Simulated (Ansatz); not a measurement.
# C5H15GeN (SMILES CC[N]([GeH3])C(C)C): what the fields show

The calculation's input:

```
crystal:
  periodic: [false, false, false]
  atoms:
    - {symbol: C, position_ang: [0.102647, -2.497045, 0.342006]}
    - {symbol: C, position_ang: [-0.818878, -1.351086, -0.039015]}
    - {symbol: N, position_ang: [-0.293561, -0.042561, 0.331424]}
    - {symbol: Ge, position_ang: [-0.967169, 0.646791, 1.898522]}
    - {symbol: C, position_ang: [0.071838, 0.810728, -0.790592]}
    - {symbol: C, position_ang: [1.231660, 0.212130, -1.577960]}
    - {symbol: C, position_ang: [0.436760, 2.211413, -0.334716]}
    - {symbol: H, position_ang: [1.078695, -2.387947, -0.134568]}
    - {symbol: H, position_ang: [-0.324693, -3.459437, 0.045240]}
    - {symbol: H, position_ang: [0.261652, -2.515608, 1.422911]}
    - {symbol: H, position_ang: [-1.004139, -1.365918, -1.119681]}
    - {symbol: H, position_ang: [-1.802470, -1.523540, 0.418889]}
    - {symbol: H, position_ang: [-2.281154, 1.444409, 1.693950]}
    - {symbol: H, position_ang: [-1.263611, -0.582082, 2.773557]}
    - {symbol: H, position_ang: [0.059348, 1.554188, 2.592291]}
    - {symbol: H, position_ang: [-0.787864, 0.900640, -1.480111]}
    - {symbol: H, position_ang: [1.000177, -0.788578, -1.946831]}
    - {symbol: H, position_ang: [1.468383, 0.836313, -2.443644]}
    - {symbol: H, position_ang: [2.118820, 0.143164, -0.942800]}
    - {symbol: H, position_ang: [-0.396100, 2.713034, 0.166281]}
    - {symbol: H, position_ang: [1.288926, 2.187837, 0.349559]}
    - {symbol: H, position_ang: [0.711430, 2.823054, -1.196115]}
basis:
  gaussian: {orbitals: def2-TZVPP}
hamiltonian: {xc: pbe0, dispersion: d4}
output: {orbitals: {seedname: orbitals}}
```

Command:

```sh
ansatz run in.yaml --threads 4 --pin off --events-out ev --progress --plain --max-ram 41984MiB --backend cuda --devices 0, --max-vram 37GiB
```

Geometry: PBE0-D4/def2-TZVP.

All numbers below come from RKS PBE0-D4/def2-TZVPP in Ansatz.

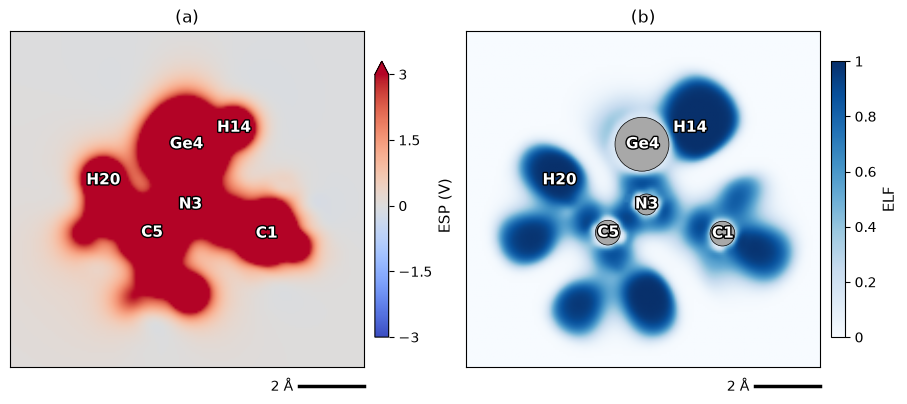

Figure 1. (a) electrostatic potential; (b) ELF on the plane of atoms Ge4, N3 and C5. Grey discs cover the atomic cores in the ELF map.

Read the bonding off the picture.

- Atoms in the plane: C, N, Ge and H.
- C–N (1.46 Å): the ELF peaks at about 0.90 between the atoms; localised, covalent bonding.
- Ge–N (1.84 Å): the ELF peaks at about 0.90 in the valence shell of N, 0.6 Å from its nucleus, and is about 0.45 at the midpoint.
- Ge–H (1.54 Å): the ELF climbs to about 1 towards the hydrogen.
- The potential has no marked negative region in this plane.

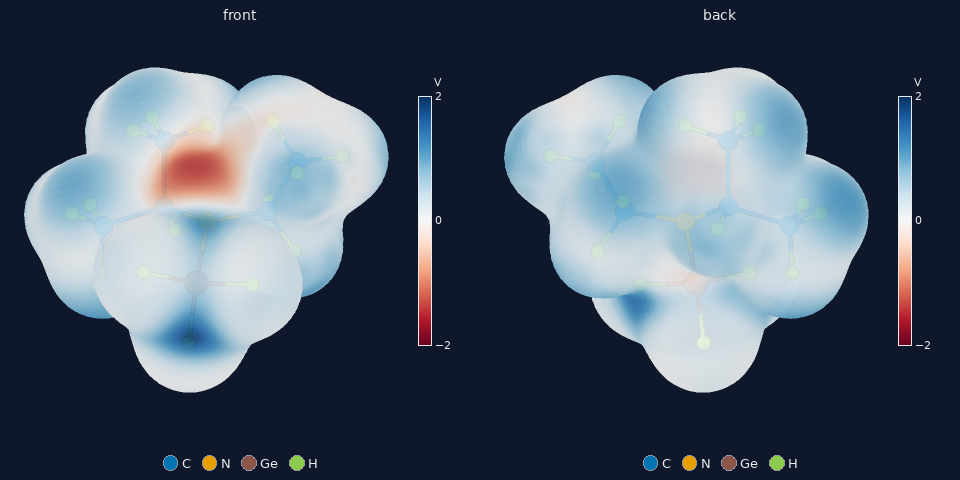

Figure 2. The molecular electrostatic potential painted on the density surface at 0.004 e/bohr³, seen from the front and from behind; red is negative and blue positive.

Where is the surface potential most negative and most positive?

The most negative region (about −1.3 V, or −30 kcal/mol for a unit charge) lies over N3, the most positive (about +1.5 V, or +35 kcal/mol for a unit charge) over Ge4. N3 is the likeliest acceptor of a hydrogen bond.

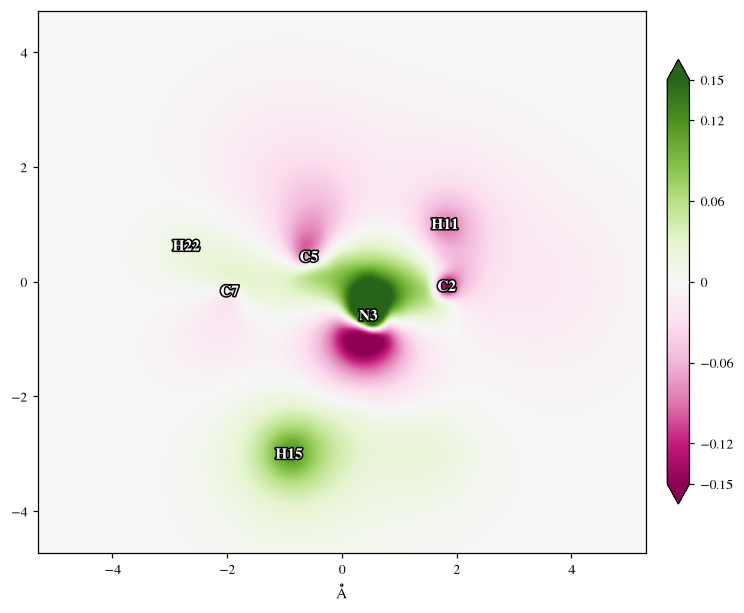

Figure 3. The HOMO on the plane of atoms C2, N3 and C5 (values in Å⁻³ᐟ²; the overall sign is arbitrary).

Where does this orbital lie, and at what energy?

Its weight (Hirshfeld) is mainly on N3 (about 50 %), Ge4 (about 10 %), C5 (about 5 %) and C2 (about 5 %). Its energy is −6.05 eV.
